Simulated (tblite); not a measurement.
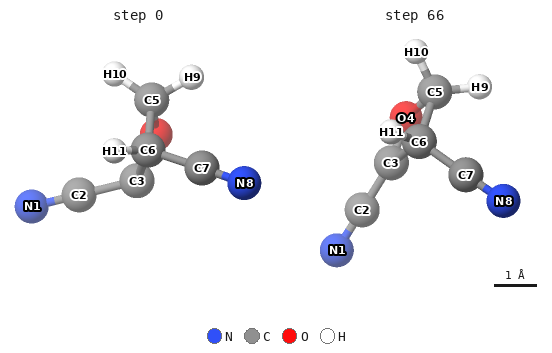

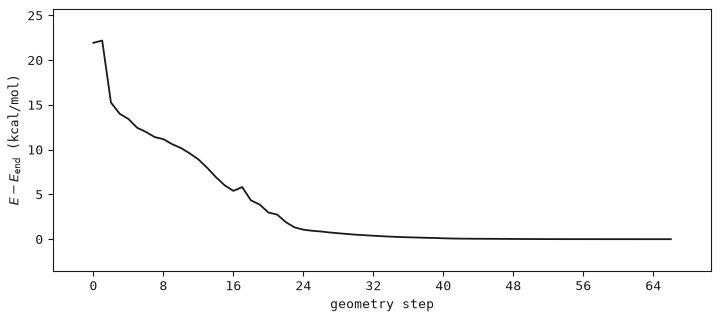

First and last geometry of a relaxation of C5H3N2O (multiplicity 2), with the history of the run. A ball-and-stick model, seen at a tilt.

Theory: GFN2-xTB geometry optimisation, gas phase (tblite 0.8.0). 

What do the curves and the structures tell?

It converged. The atom that moves furthest after the best rigid fit is N1 (1.25 Å). By element the largest moves are N 1.25 Å, H 0.89 Å, O 0.74 Å, C 0.67 Å. Near-neighbour distances that change, for instance: C2–C3 1.437 → 1.360 Å, C5–C6 1.501 → 1.546 Å, O4–C5 1.391 → 1.431 Å, C6–C7 1.465 → 1.442 Å. Bond angles that change, for instance: C2–C3–C6 114.6° → 134.9°, C2–C3–O4 114.8° → 129.9°, C3–C6–C7 109.7° → 115.3°. The energy falls by 21.9 kcal/mol in 66 geometry steps.
